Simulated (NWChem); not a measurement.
# CH3GeO (SMILES O=[CH][GeH2]) at 4 levels

Aim: a comparison of 4 runs (UHF/STO-3G, UHF/3-21G, UB3LYP/6-31G*) of CH3GeO. 

Program for the calculation: NWChem 7.3.0.

## 1. The system as given

The species is CH3GeO (6 atoms), meant as a doublet with charge 0. As SMILES, `O=[CH][GeH2]`. Geometry: a GFN2-xTB relaxation, a rough one for these elements and not checked as a minimum.

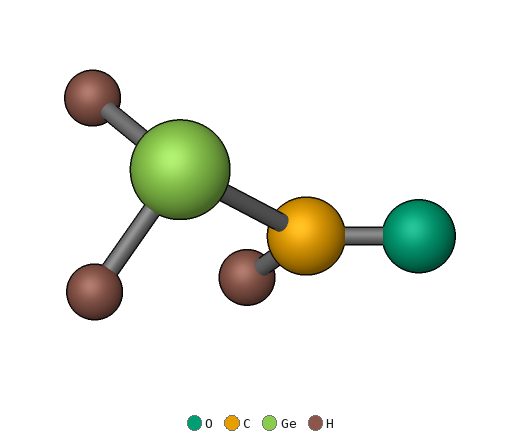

Viewed from a chosen angle; oxygen teal, carbon amber, germanium green, hydrogen brown.

## 2. Energy and gradient at UHF/STO-3G (run 1)

Contents of struct.nw:

```
start struct
title "CH3GeO"
memory total 2200 mb
geometry units angstrom noautosym nocenter noautoz
O     0.302040   -2.054450    0.381240
C    -0.064280   -0.966760    0.087510
Ge    0.793790    0.877040    0.263760
H    -1.054450   -0.785840   -0.386570
H     0.493500    1.337870   -1.207830
H    -0.470610    1.592150    0.861890
end
basis spherical bse
O library STO-3G
C library STO-3G
Ge library STO-3G
H library STO-3G
end
scf
doublet
uhf
thresh 1e-08
maxiter 80
end
task scf gradient
```

Run with:

```sh
$ nwchem struct.nw > struct.out
```

Standard output:

```text
[...]
  functions       =    31
[...]
  wavefunction    = UHF
[...]
         Total SCF energy =  -2164.643358650842
      One electron energy =  -3346.350441599645
      Two electron energy =   1026.627465237380
 Nuclear repulsion energy =    155.079617711423
                       Sz =      0.5000
                 Sz(Sz+1) =      0.7500
                      S^2 =      0.9083
[...]
                         UHF ENERGY GRADIENTS
    atom               coordinates                        gradient
                 x          y          z           x          y          z
   1 O       0.570773  -3.882348   0.720439   -0.032194   0.101769  -0.026539
   2 C      -0.121472  -1.826911   0.165370    0.014584  -0.129651   0.021539
   3 Ge      1.500046   1.657365   0.498434    0.087110  -0.007093   0.041635
   4 H      -1.992622  -1.485022  -0.730511    0.000763   0.008328  -0.000591
   5 H       0.932580   2.528208  -2.282468   -0.025153   0.010629  -0.039467
   6 H      -0.889324   3.008727   1.628736   -0.045110   0.016018   0.003423
[...]
```

Run time: 10 s. Hardware: 1 thread of AMD EPYC 7R43 (Zen 3), shared host; peak memory 0.098 GiB.

## 3. Energy and gradient at UHF/3-21G (run 2)

Contents of ch3geo.nw:

```
start ch3geo
title "CH3GeO"
memory 2200 mb
charge 0

geometry units angstrom noautosym nocenter noautoz
  O        0.302040      -2.054450       0.381240
  C       -0.064280      -0.966760       0.087510
  Ge       0.793790       0.877040       0.263760
  H       -1.054450      -0.785840      -0.386570
  H        0.493500       1.337870      -1.207830
  H       -0.470610       1.592150       0.861890
end

basis spherical bse
  * library 3-21G
end

scf
  nopen 1
  uhf
  thresh 1e-08
  maxiter 80
  print low
end

task scf gradient
```

Run with:

```sh
$ nwchem ch3geo.nw > ch3geo.out
```

Standard output:

```text
[...]
  functions       =    46
[...]
  wavefunction    = UHF
[...]
         Total SCF energy =  -2179.083757881258
      One electron energy =  -3347.831850165396
      Two electron energy =   1013.668474572715
 Nuclear repulsion energy =    155.079617711423
                       Sz =      0.5000
                 Sz(Sz+1) =      0.7500
                      S^2 =      0.7559
[...]
                         UHF ENERGY GRADIENTS
    atom               coordinates                        gradient
                 x          y          z           x          y          z
   1 O       0.570773  -3.882348   0.720439   -0.011543   0.029311  -0.008667
   2 C      -0.121472  -1.826911   0.165370    0.006252  -0.040364   0.007374
   3 Ge      1.500046   1.657365   0.498434    0.034687   0.010405   0.015001
   4 H      -1.992622  -1.485022  -0.730511   -0.004749   0.003715  -0.002581
   5 H       0.932580   2.528208  -2.282468   -0.015012  -0.000865   0.000192
   6 H      -0.889324   3.008727   1.628736   -0.009635  -0.002202  -0.011319
 Task  times  cpu:       13.0s     wall:       13.0s
 Total times  cpu:       13.0s     wall:       13.0s
```

Run time: 14 s. Hardware: 1 thread of AMD EPYC 7R43 (Zen 3), shared host; peak memory 0.098 GiB.

## 4. Energy and gradient at UB3LYP/6-31G(d) (spherical functions) (run 3)

Contents of run.nw:

```
start run
memory stack 880 mb heap 220 mb global 1100 mb

geometry units angstrom noautosym nocenter noautoz
  O      0.302040    -2.054450     0.381240
  C     -0.064280    -0.966760     0.087510
  Ge     0.793790     0.877040     0.263760
  H     -1.054450    -0.785840    -0.386570
  H      0.493500     1.337870    -1.207830
  H     -0.470610     1.592150     0.861890
end

basis spherical bse
  * library 6-31G*
end

dft
  xc b3lyp
  mult 2
  grid xfine
  convergence energy 1e-08
  maxiter 100
  mulliken
end

task dft gradient
```

Run with:

```sh
$ nwchem run.nw > run.out
```

Standard output:

```text
[...]
          Wavefunction type:  spin polarized.
          No. of atoms     :     6
          No. of electrons :    49
[...]
          Charge           :     0
          Spin multiplicity:     2
[...]
          AO basis - number of functions:    66
[...]
              XC Information
              --------------
                         B3LYP Method XC Potential
                     Hartree-Fock (Exact) Exchange  0.200
                        Slater Exchange Functional  0.800 local
                    Becke 1988 Exchange Functional  0.720 non-local
              Lee-Yang-Parr Correlation Functional  0.810
                  VWN I RPA Correlation Functional  0.190 local
[...]
 d= 0,ls=0.0,diis     1  -2191.7096014773 -2.35D+03  1.12D-02  1.92D-01     3.4
[...]
 d= 0,ls=0.0,diis    12  -2191.8109696383 -9.96D-09  1.61D-06  1.66D-09    33.6
[...]
         Total DFT energy =    -2191.810969638324
      One electron energy =    -3358.602269801277
           Coulomb energy =     1105.820121402325
    Exchange-Corr. energy =      -94.108438950795
 Nuclear repulsion energy =      155.079617711423
[...]
      <S2> =      0.7527 (Exact =     0.7500)
[...]
  wavefunction    = open shell
                         DFT ENERGY GRADIENTS
    atom               coordinates                        gradient
                 x          y          z           x          y          z
   1 O       0.570773  -3.882348   0.720439   -0.003484   0.019006  -0.003787
   2 C      -0.121472  -1.826911   0.165370   -0.006009  -0.010934  -0.001572
   3 Ge      1.500046   1.657365   0.498434    0.009277  -0.003120   0.004729
   4 H      -1.992622  -1.485022  -0.730511    0.007385  -0.000850   0.003483
   5 H       0.932580   2.528208  -2.282468   -0.006069  -0.001413   0.003879
   6 H      -0.889324   3.008727   1.628736   -0.001100  -0.002688  -0.006731
[...]
```

Run time: 43 s. Hardware: 1 thread of AMD EPYC 7R43 (Zen 3), shared host; peak memory 0.13 GiB.

## 5. Energy and gradient at UB3LYP/6-31G(d) (Cartesian functions) (run 4)

Contents of input.nw:

```
start input
title "CH3GeO"
memory 2200 mb
geometry units angstrom noautosym nocenter noautoz
  O        0.302040      -2.054450       0.381240
  C       -0.064280      -0.966760       0.087510
  Ge       0.793790       0.877040       0.263760
  H       -1.054450      -0.785840      -0.386570
  H        0.493500       1.337870      -1.207830
  H       -0.470610       1.592150       0.861890
end
basis
  * library 6-31G*
end
dft
  xc b3lyp
  mult 2
  grid xfine
  convergence energy 1e-08
  iterations 100
  mulliken
  print medium
end
task dft gradient
```

Run with:

```sh
$ nwchem input.nw > input.out
```

Standard output:

```text
[...]
          Wavefunction type:  spin polarized.
          No. of atoms     :     6
          No. of electrons :    49
[...]
          Charge           :     0
          Spin multiplicity:     2
[...]
          AO basis - number of functions:    71
[...]
              XC Information
              --------------
                         B3LYP Method XC Potential
                     Hartree-Fock (Exact) Exchange  0.200
                        Slater Exchange Functional  0.800 local
                    Becke 1988 Exchange Functional  0.720 non-local
              Lee-Yang-Parr Correlation Functional  0.810
                  VWN I RPA Correlation Functional  0.190 local
[...]
 d= 0,ls=0.0,diis     1  -2191.7140343778 -2.35D+03  1.10D-02  3.97D-01     3.2
[...]
 d= 0,ls=0.0,diis    13  -2191.8181266711 -2.86D-09  8.68D-07  1.60D-09    34.6
[...]
         Total DFT energy =    -2191.818126671077
      One electron energy =    -3358.558315311914
           Coulomb energy =     1105.732895067135
    Exchange-Corr. energy =      -94.072324137721
 Nuclear repulsion energy =      155.079617711423
[...]
      <S2> =      0.7527 (Exact =     0.7500)
[...]
  wavefunction    = open shell
                         DFT ENERGY GRADIENTS
    atom               coordinates                        gradient
                 x          y          z           x          y          z
   1 O       0.570773  -3.882348   0.720439   -0.003488   0.018939  -0.003782
   2 C      -0.121472  -1.826911   0.165370   -0.005980  -0.010961  -0.001555
   3 Ge      1.500046   1.657365   0.498434    0.009623  -0.003297   0.004910
   4 H      -1.992622  -1.485022  -0.730511    0.007394  -0.000732   0.003472
   5 H       0.932580   2.528208  -2.282468   -0.006227  -0.001345   0.003715
   6 H      -0.889324   3.008727   1.628736   -0.001322  -0.002603  -0.006761
[...]
```

Run time: 44 s. Hardware: 1 thread of AMD EPYC 7R43 (Zen 3), shared host; peak memory 0.13 GiB.

## 6. The series

| run | level | iteration cap | module | energy (Eh) | dipole moment (D) | HOMO energy (eV) | LUMO energy (eV) | wall time |
| --- | --- | --- | --- | --- | --- | --- | --- | --- |
| 1 | UHF/STO-3G | 80 | scf | -2164.643359 | 1.75 | -6.93 | 3.64 | 10 s |
| 2 | UHF/3-21G | 80 | scf | -2179.083758 | – | – | – | 14 s |
| 3 | UB3LYP/6-31G* (spherical functions) | 100 | dft | -2191.810970 | 1.14 | -6.39 | -4.00 | 43 s |
| 4 | UB3LYP/6-31G* (Cartesian functions) | 100 | dft | -2191.818127 | 1.13 | -6.39 | -4.00 | 44 s |

## 7. What came out

| quantity | value |
| --- | --- |
| run 4: total energy | -2191.81813 Eh |
| run 4: dipole moment | 1.13 D |
| run 4: HOMO energy (highest over α and β) | -6.39 eV |
| run 4: LUMO energy (lowest over α and β) | -4.00 eV |
| run 4: ⟨S²⟩ | 0.753 |
| run 4: largest force on an atom | 1.009 eV/Å |

Over runs 1, 3, 4 the dipole moment (its size) runs from 1.13 D (UB3LYP/6-31G*) to 1.75 D (UHF/STO-3G). The two ends differ in method and basis. In run 1 the basis is minimal, so the values are rough. Spin contamination of the reference: run 1 ⟨S²⟩ = 0.91. All runs together took 1.9 min, the longest 44 s.
